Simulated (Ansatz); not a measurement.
**CHOSi (SMILES [O-]C#[SiH]) (charge −1): density, localisation and related maps**

The calculation's input:

```
crystal:
  periodic: [false, false, false]
  atoms:
    - {symbol: C, position_ang: [0.309501, 1.087786, 0.398844]}
    - {symbol: O, position_ang: [-0.129951, 0.044521, 0.038535]}
    - {symbol: Si, position_ang: [0.958506, 2.580983, 1.099530]}
    - {symbol: H, position_ang: [1.008328, 3.118513, -0.345865]}
basis:
  gaussian: {orbitals: def2-TZVPD}
total_charge: -1
magnetization: {spin_polarized: false}
hamiltonian: {xc: {name: PBE0}}
output: {forces: true, orbitals: {seedname: orbitals}}
```

Run with:

```sh
ansatz run input.yaml --threads 1 --pin off --max-ram 2610MiB --events-out events.jsonl --progress --plain --runs-dir runs
```

Geometry: PBE0-D3(BJ)/def2-SVPD; the highest occupied orbital lies above zero, a sign that basis and functional describe the outermost electron poorly.

Computed with isolated molecule in a Gaussian basis; Kohn-Sham density functional theory, functional PBE0 in Ansatz.

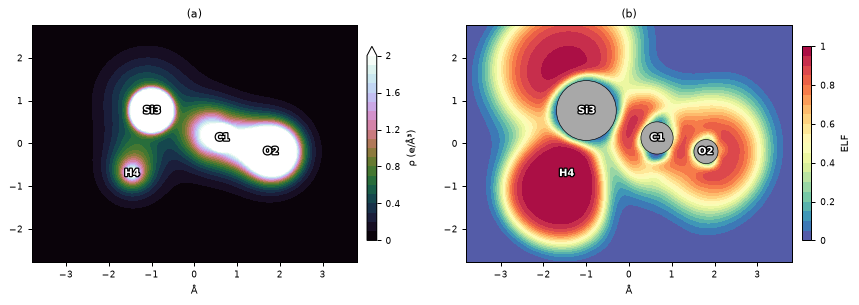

Figure 1. (a) electron density; (b) electron localisation function on the molecular plane. Grey discs cover the atomic cores in the ELF map.

Q: What do the fields say about this system?

A: The section cuts through C, O, Si and H sites.
C–O (1.19 Å): ρ at the midpoint is about 3.6 e/Å³; the ELF peaks at about 0.85 between the atoms: a multiple bond.
C–Si (1.77 Å): ρ is about 0.93 e/Å³ halfway; the ELF peaks at about 0.90 between the atoms, as expected for localised, covalent bonding.
Si–H (1.54 Å): the density is about 0.67 e/Å³ at the midpoint; the ELF climbs to about 1 towards the hydrogen, as it does in any bond to H.
The ELF also peaks beside O2 and Si3, away from the bonds: lone-pair regions.

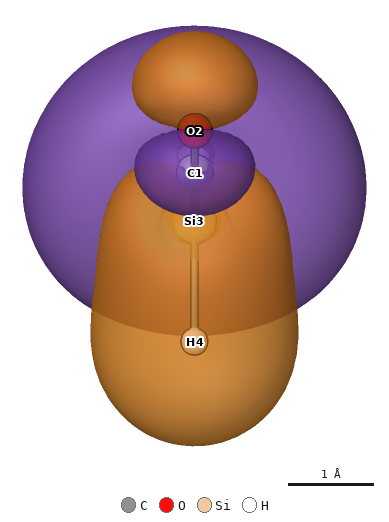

Figure 2. The HOMO−1 at ±0.06 Å⁻³ᐟ² (orange and purple are the two phases), seen at an oblique angle.

Q: Describe this orbital and give its energy.

A: By Hirshfeld shares it lies mainly on Si3 (about 75 %), H4 (about 10 %) and C1 (about 10 %); it is symmetric in the molecular plane (an in-plane orbital: σ, lone-pair or in-plane π type). Its energy is −1.48 eV.

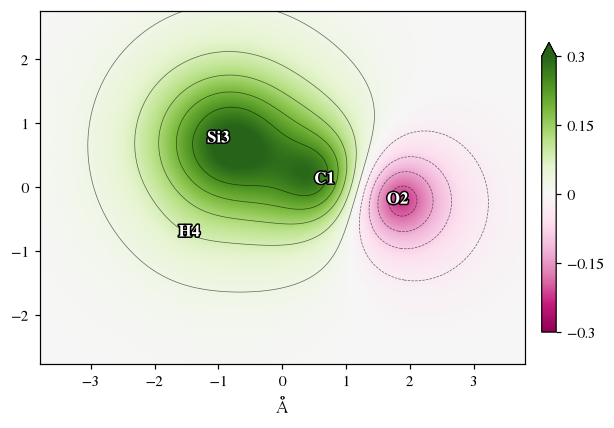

Figure 3. The HOMO on a plane 0.8 Å above the molecular plane (values in Å⁻³ᐟ²; the overall sign is arbitrary).

Q: What is the character of this orbital?

A: Its weight (Hirshfeld) is mainly on Si3 (about 55 %), C1 (about 25 %) and O2 (about 15 %); it changes sign across the molecular plane (π type); π-bonding across C1–Si3; π-antibonding (a node) across C1–O2. Its energy is 0.41 eV.
